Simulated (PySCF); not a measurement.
# PBE0/STO-3G run of SiO (SMILES O=[Si])

What is the energy change on altering one bond length of SiO at PBE0/STO-3G? The job is set up through a Python script.

The results are computed with PySCF 2.14.0.

32 further runs of the same task are left out: 14 that didn't finish, 18 set aside as unsound or not needed.

## Step 1: Starting point

SiO has 2 atoms, charge 0, and is taken as a singlet. As SMILES, `O=[Si]`. Geometry: relaxed at PBE0-D4/def2-TZVP.

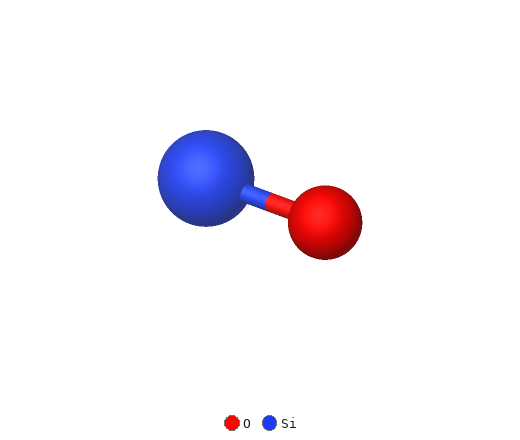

The structure, seen from a chosen angle (oxygen red, silicon blue).

## Step 2: A single-point energy at PBE0/STO-3G

job.py reads:

```python
# O=[Si]
from pyscf import gto, dft

system = gto.M(
    atom=[
    ('O', (-0.640700, 0.231500, -0.324000)),
    ('Si', (0.640700, -0.231500, 0.324000)),
],
    basis='sto-3g',
    max_memory=1860,
    verbose=4,
    spin=0,
)

ks = dft.RKS(system, xc='pbe0')
ks.conv_tol = 1e-10
ks.grids.level = 5
ks.kernel()
if not ks.converged:
    ks = ks.newton().run(ks.mo_coeff, ks.mo_occ)

energy = ks.e_tot
print(f'total energy: {energy:.8f} hartree')
```

The run is started by

```console
OMP_NUM_THREADS=1 python job.py
```

Output:

```text
PySCF version 2.14.0

[INPUT] num. atoms = 2
[INPUT] num. electrons = 22
[INPUT] charge = 0
[INPUT] spin (= nelec alpha-beta = 2S) = 0
[INPUT] symmetry False subgroup None
[INPUT] Mole.unit = angstrom
[INPUT] Symbol           X                Y                Z      unit          X                Y                Z       unit  Magmom
[INPUT]  1 O     -0.640700000000   0.231500000000  -0.324000000000 AA   -1.210747528009   0.437471597837  -0.612271264359 Bohr   0.0
[INPUT]  2 Si     0.640700000000  -0.231500000000   0.324000000000 AA    1.210747528009  -0.437471597837   0.612271264359 Bohr   0.0

nuclear repulsion = 39.2833323697854
number of shells = 8
number of NR pGTOs = 42
number of NR cGTOs = 14
basis = sto-3g
ecp = {}

******** <class 'pyscf.dft.rks.RKS'> ********
method = RKS
initial guess = minao
damping factor = 0
level_shift factor = 0
DIIS = <class 'pyscf.scf.diis.CDIIS'>
diis_start_cycle = 1
diis_space = 8
diis_damp = 0
SCF conv_tol = 1e-10
SCF conv_tol_grad = None
SCF max_cycles = 50
direct_scf = True
direct_scf_tol = 1e-13
XC library pyscf.dft.libxc version 7.0.0
    S. Lehtola, C. Steigemann, M. J.T. Oliveira, and M. A.L. Marques.,  SoftwareX 7, 1–5 (2018)
XC functionals = pbe0
radial grids:
    Treutler-Ahlrichs [JCP 102, 346 (1995); DOI:10.1063/1.469408] (M4) radial grids

becke partition: Becke, JCP 88, 2547 (1988); DOI:10.1063/1.454033
pruning grids: <function nwchem_prune>
grids dens level: 5
symmetrized grids: False
atomic radii adjust function: <function treutler_atomic_radii_adjust>
small_rho_cutoff = 0
Set gradient conv threshold to 1e-05
Initial guess from minao.
tot grids = 86536
init E= -359.937813035463
  HOMO = -0.282264030494142  LUMO = 0.00519574689656006  gap/eV = 7.82218
cycle= 1 E= -359.796425894812  delta_E= 0.141  |g|= 0.78  |ddm|= 2.02
  HOMO = 0.0999306826819561  LUMO = 0.344135234926301  gap/eV = 6.64514
cycle= 2 E= -356.963944646746  delta_E= 2.83  |g|= 2.66  |ddm|= 4.07
  HOMO = -0.152196237034675  LUMO = 0.132270711857199  gap/eV = 7.74074
cycle= 3 E= -360.093669641401  delta_E= -3.13  |g|= 0.0148  |ddm|= 3.23
  HOMO = -0.163154305500165  LUMO = 0.133268758076516  gap/eV = 8.06608
cycle= 4 E= -360.093771595263  delta_E= -0.000102  |g|= 0.00389  |ddm|= 0.0325
  HOMO = -0.162769011588153  LUMO = 0.133083751101261  gap/eV = 8.05056
cycle= 5 E= -360.093772629683  delta_E= -1.03e-06  |g|= 0.0035  |ddm|= 0.00341
  HOMO = -0.162802884266575  LUMO = 0.133082192621945  gap/eV = 8.05144
cycle= 6 E= -360.093773950207  delta_E= -1.32e-06  |g|= 0.00279  |ddm|= 0.000801
  HOMO = -0.162844326422237  LUMO = 0.133070089790343  gap/eV = 8.05224
cycle= 7 E= -360.093775170094  delta_E= -1.22e-06  |g|= 0.00192  |ddm|= 0.000913
  HOMO = -0.162934723251665  LUMO = 0.133043828902925  gap/eV = 8.05399
cycle= 8 E= -360.093776280895  delta_E= -1.11e-06  |g|= 2.95e-05  |ddm|= 0.00207
  HOMO = -0.162933647005144  LUMO = 0.133044273629682  gap/eV = 8.05397
cycle= 9 E= -360.093776281156  delta_E= -2.61e-10  |g|= 4.46e-07  |ddm|= 3.09e-05
  HOMO = -0.162933619316274  LUMO = 0.133044280802242  gap/eV = 8.05397
cycle= 10 E= -360.093776281155  delta_E= 3.41e-13  |g|= 1.17e-07  |ddm|= 5.95e-07
  HOMO = -0.162933640219425  LUMO = 0.133044273450374  gap/eV = 8.05397
Extra cycle  E= -360.093776281156  delta_E= -2.84e-13  |g|= 3.65e-07  |ddm|= 5.09e-07
converged SCF energy = -360.093776281156
total energy: -360.09377628 hartree
```

It took 1.4 s on 1 thread of Arm Neoverse V1, shared host; peak memory 0.16 GiB.

## Step 3: The distorted shape

job.py reads:

```python
from pyscf import gto, dft

mol = gto.M(
    atom=[
    ('O', (-1.281407, 0.463003, -0.648004)),
    ('Si', (0.640700, -0.231500, 0.324000)),
],
    max_memory=1860,
    verbose=4,
    basis='sto-3g',
    charge=0,
)

mf = dft.RKS(mol, xc='pbe0')
mf.grids.level = 5
mf.conv_tol = 1e-10
mf.kernel()
if not mf.converged:
    mf = mf.newton().run(mf.mo_coeff, mf.mo_occ)

etot = mf.e_tot
print('E = %.10f Eh' % etot)
```

The run is started by

```console
OMP_NUM_THREADS=1 python job.py
```

Output:

```text
PySCF version 2.14.0

[INPUT] num. atoms = 2
[INPUT] num. electrons = 22
[INPUT] charge = 0
[INPUT] spin (= nelec alpha-beta = 2S) = 0
[INPUT] symmetry False subgroup None
[INPUT] Mole.unit = angstrom
[INPUT] Symbol           X                Y                Z      unit          X                Y                Z       unit  Magmom
[INPUT]  1 O     -1.281407000000   0.463003000000  -0.648004000000 AA   -2.421508284101   0.874948864852  -1.224550087623 Bohr   0.0
[INPUT]  2 Si     0.640700000000  -0.231500000000   0.324000000000 AA    1.210747528009  -0.437471597837   0.612271264359 Bohr   0.0

nuclear repulsion = 26.1887889122574
number of shells = 8
number of NR pGTOs = 42
number of NR cGTOs = 14
basis = sto-3g
ecp = {}

******** <class 'pyscf.dft.rks.RKS'> ********
method = RKS
initial guess = minao
damping factor = 0
level_shift factor = 0
DIIS = <class 'pyscf.scf.diis.CDIIS'>
diis_start_cycle = 1
diis_space = 8
diis_damp = 0
SCF conv_tol = 1e-10
SCF conv_tol_grad = None
SCF max_cycles = 50
direct_scf = True
direct_scf_tol = 1e-13
XC library pyscf.dft.libxc version 7.0.0
    S. Lehtola, C. Steigemann, M. J.T. Oliveira, and M. A.L. Marques.,  SoftwareX 7, 1–5 (2018)
XC functionals = pbe0
radial grids:
    Treutler-Ahlrichs [JCP 102, 346 (1995); DOI:10.1063/1.469408] (M4) radial grids

becke partition: Becke, JCP 88, 2547 (1988); DOI:10.1063/1.454033
pruning grids: <function nwchem_prune>
grids dens level: 5
symmetrized grids: False
atomic radii adjust function: <function treutler_atomic_radii_adjust>
small_rho_cutoff = 0
Set gradient conv threshold to 1e-05
[... 1 set-up line as earlier in the session ...]
tot grids = 86536
init E= -359.417039888868
  HOMO = -0.293635548716729  LUMO = -0.0329913457500296  gap/eV = 7.09249
cycle= 1 E= -359.040143205306  delta_E= 0.377  |g|= 0.888  |ddm|= 1.81
  HOMO = 0.103437431175315  LUMO = 0.727998026851364  gap/eV = 16.99516
cycle= 2 E= -353.151284799493  delta_E= 5.89  |g|= 1.16  |ddm|= 5.27
  HOMO = -0.12838162910996  LUMO = 0.228780077604964  gap/eV = 9.71887
cycle= 3 E= -358.638510062235  delta_E= -5.49  |g|= 0.737  |ddm|= 5.42
  HOMO = -0.0662592160609967  LUMO = 0.302569918943777  gap/eV = 10.03635
cycle= 4 E= -358.518336118259  delta_E= 0.12  |g|= 0.727  |ddm|= 0.36
  HOMO = -0.0510924588806828  LUMO = 0.31794065373775  gap/eV = 10.04190
cycle= 5 E= -358.506895726669  delta_E= 0.0114  |g|= 0.726  |ddm|= 0.0318
  HOMO = -0.0557037575817569  LUMO = 0.313093098113654  gap/eV = 10.03547
cycle= 6 E= -358.505571554841  delta_E= 0.00132  |g|= 0.725  |ddm|= 0.0126
  HOMO = -0.122713896484245  LUMO = 0.230045426298031  gap/eV = 9.59907
cycle= 7 E= -358.631002356171  delta_E= -0.125  |g|= 0.743  |ddm|= 0.366
  HOMO = -0.170908212269785  LUMO = 0.151246277760453  gap/eV = 8.76627
cycle= 8 E= -358.845673718403  delta_E= -0.215  |g|= 0.839  |ddm|= 0.513
  HOMO = -0.148722472366055  LUMO = 0.18707215674907  gap/eV = 9.13744
cycle= 9 E= -358.74869141391  delta_E= 0.097  |g|= 0.79  |ddm|= 0.212
  HOMO = -0.12565835579891  LUMO = 0.213611967648752  gap/eV = 9.23202
cycle= 10 E= -358.696808648665  delta_E= 0.0519  |g|= 0.763  |ddm|= 0.125
  HOMO = -0.090148180161479  LUMO = 0.300739148798946  gap/eV = 10.63659
[... cycles 11 to 40 left out ...]
cycle= 41 E= -359.150254827455  delta_E= -0.202  |g|= 0.913  |ddm|= 0.38
  HOMO = -0.171895154840557  LUMO = 0.0987675451062488  gap/eV = 7.36511
cycle= 42 E= -359.169242484667  delta_E= -0.019  |g|= 0.914  |ddm|= 0.0432
  HOMO = -0.182426892346037  LUMO = 0.157675869448589  gap/eV = 9.25467
cycle= 43 E= -358.831545935004  delta_E= 0.338  |g|= 0.85  |ddm|= 0.651
  HOMO = -0.165441890461259  LUMO = 0.184127093035636  gap/eV = 9.51226
cycle= 44 E= -358.756548183331  delta_E= 0.075  |g|= 0.819  |ddm|= 0.164
  HOMO = -0.173123024427717  LUMO = 0.17303198085541  gap/eV = 9.41936
cycle= 45 E= -358.783906329938  delta_E= -0.0274  |g|= 0.83  |ddm|= 0.0607
  HOMO = -0.185336194314007  LUMO = 0.150305907479296  gap/eV = 9.13329
cycle= 46 E= -358.853166689375  delta_E= -0.0693  |g|= 0.857  |ddm|= 0.159
  HOMO = -0.0439705185395691  LUMO = 0.48050828967668  gap/eV = 14.27180
cycle= 47 E= -353.35385119777  delta_E=  5.5  |g|= 1.47  |ddm|= 5.29
  HOMO = -0.119788489133708  LUMO = 0.241180360326542  gap/eV = 9.82246
cycle= 48 E= -358.622448110469  delta_E= -5.27  |g|= 0.761  |ddm|= 5.38
  HOMO = -0.119925083704891  LUMO = 0.240328698853026  gap/eV = 9.80300
cycle= 49 E= -358.626844853654  delta_E= -0.0044  |g|= 0.761  |ddm|= 0.0201
  HOMO = -0.111268911874974  LUMO = 0.25199456626053  gap/eV = 9.88490
cycle= 50 E= -358.595750750441  delta_E= 0.0311  |g|= 0.749  |ddm|= 0.094
SCF not converged.
SCF energy = -358.595750750441

******** <class 'pyscf.soscf.newton_ah.SecondOrderRKS'> ********
method = SecondOrderRKS
initial guess = minao
damping factor = 0
level_shift factor = 0
DIIS = <class 'pyscf.scf.diis.CDIIS'>
diis_start_cycle = 1
diis_space = 8
diis_damp = 0
SCF conv_tol = 1e-10
SCF conv_tol_grad = None
SCF max_cycles = 50
direct_scf = True
direct_scf_tol = 1e-13
XC library pyscf.dft.libxc version 7.0.0
    S. Lehtola, C. Steigemann, M. J.T. Oliveira, and M. A.L. Marques.,  SoftwareX 7, 1–5 (2018)
XC functionals = pbe0
radial grids:
    Treutler-Ahlrichs [JCP 102, 346 (1995); DOI:10.1063/1.469408] (M4) radial grids

becke partition: Becke, JCP 88, 2547 (1988); DOI:10.1063/1.454033
pruning grids: <function nwchem_prune>
grids dens level: 5
symmetrized grids: False
atomic radii adjust function: <function treutler_atomic_radii_adjust>
small_rho_cutoff = 0
******** <class 'pyscf.dft.rks.RKS'> Newton solver flags ********
SCF tol = 1e-10
conv_tol_grad = None
max. SCF cycles = 50
direct_scf = True
direct_scf_tol = 1e-13
max_cycle_inner = 12
max_stepsize = 0.05
ah_start_tol = 1e+09
ah_level_shift = 0
ah_conv_tol = 1e-12
ah_lindep = 1e-14
ah_start_cycle = 1
ah_max_cycle = 40
ah_grad_trust_region = 2.5
kf_interval = 4
kf_trust_region = 5
canonicalization = True
Set conv_tol_grad to 1e-05
  HOMO = 0.251662666271812  LUMO = 0.896131112615399  gap/eV = 17.53688
Initial guess E= -358.595750750441  |g|= 0.748869
macro= 0  E= -359.777507553528  delta_E= -1.18176  |g|= 0.650646  3 KF 15 JK
macro= 1  E= -359.846636441203  delta_E= -0.0691289  |g|= 0.226296  3 KF 17 JK
macro= 2  E= -359.858888475576  delta_E= -0.012252  |g|= 0.000232544  4 KF 16 JK
macro= 3  E= -359.858888509556  delta_E= -3.39801e-08  |g|= 6.36425e-06  2 KF 7 JK
macro= 4  E= -359.858888509556  delta_E= 2.27374e-13  |g|= 2.64022e-06  1 KF 2 JK
Canonicalize SCF orbitals
macro X = 5  E=-359.858888509556  |g|= 2.64022e-06  total 14 KF 63 JK
converged SCF energy = -359.858888509556
E = -359.8588885096 Eh
```

Run time: 6.6 s. Hardware: 1 thread of Arm Neoverse V1, shared host; peak memory 0.19 GiB.

## Step 4: Results

At PBE0/STO-3G:

```
                                                          quantity          value
                                         first shape: total energy  -360.09378 Eh
                                        first shape: dipole moment         1.28 D
                                          first shape: HOMO energy       -4.43 eV
                                          first shape: LUMO energy        3.62 eV
                                        first shape: HOMO–LUMO gap        8.05 eV
                                     distorted shape: total energy  -359.85889 Eh
                                    distorted shape: dipole moment         2.51 D
                                      distorted shape: HOMO energy       -1.73 eV
                                      distorted shape: LUMO energy        1.49 eV
                                    distorted shape: HOMO–LUMO gap        3.22 eV
energy change with the O1–Si2 bond stretched from 1.509 to 2.263 Å       6.392 eV
```

In words: With the O1–Si2 bond stretched from 1.509 to 2.263 Å the energy rises by 6.39 eV (617 kJ/mol). The first shape isn't relaxed at this level, so the change isn't measured from a minimum. A restricted reference can't describe the breaking bond well at this length. The minimal basis adds a large error of its own.
